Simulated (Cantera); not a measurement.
Charge: 1 mol Si(CH3)4, 0.072 mol HCl, 2000 mol H2, 0.095 mol C2H2, at 0.133 bar.

Cantera equilibrium calculation (NASA polynomials, part measured and part estimated; ideal gas, pure solids and liquids). Candidate condensed phases: C, C6H6, C7H8, C8H18, Si, SiC; 109 gas species. Gases not in the tables: Si2H6 and higher silanes. Kinetics and transport are ignored.

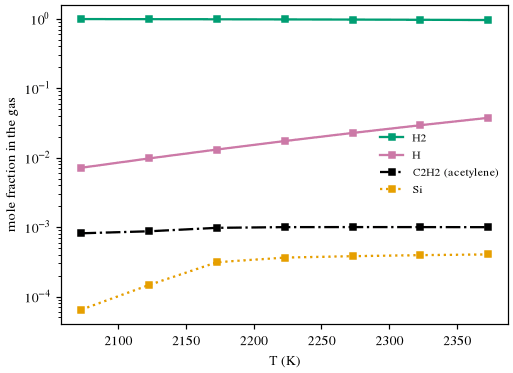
Figure: Equilibrium gas composition (values under 1e-9 drawn at 1e-9)

From 2073 K to 2173 K the condensed part is SiC(s). From 2223 K to 2373 K nothing is condensed. The main Si-bearing gas is Si throughout.
